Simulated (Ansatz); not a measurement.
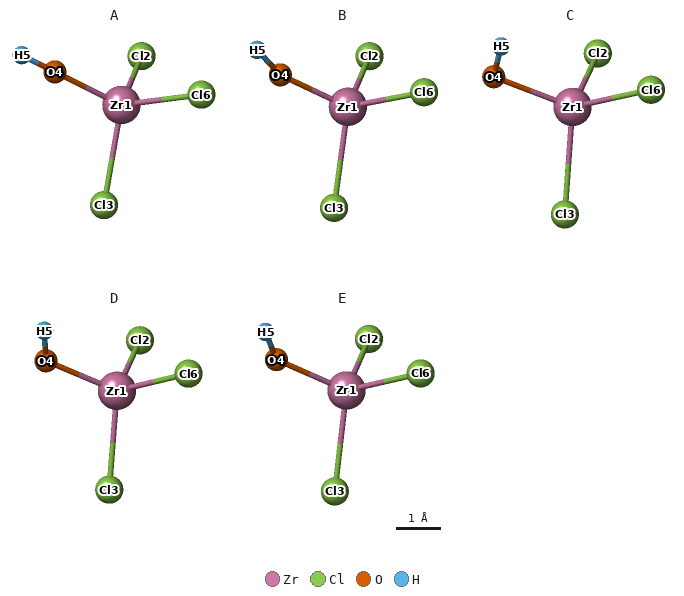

5 geometries from one relaxation of ZrHOCl3, in shuffled order. A ball-and-stick model, seen from a free direction.

The run prepares the start of a later molecular dynamics calculation, from a guessed geometry.

All numbers below come from RHF/def2-SVP (Ansatz). Set-up: no spin polarisation; force threshold 0.02 eV/Å; at most 40 steps.

### Order the frames from highest to lowest energy.

C, D, E, B, A. They are steps 0, 1, 3, 4, 6, at +1.250 eV, +0.306 eV, +0.118 eV, +0.101 eV relative to the last. After 6 geometry steps the energy has fallen by 1.250 eV. The largest force component goes from 4 to 0.011 eV/Å. H5 moves most after the best rigid fit: 0.61 Å. Largest moves by element: H 0.61 Å, O 0.42 Å, Cl 0.27 Å, Zr 0.13 Å. Near-neighbour distances that change, for instance: Zr1–O4 2.069 → 1.881 Å, Zr1–Cl2 2.520 → 2.370 Å, O4–H5 1.010 → 0.943 Å. Among the angles between lasting bonds that change: Zr1–O4–H5 109.5° → 179.5°.

Limits of the set-up: Hartree-Fock leaves out electron correlation.
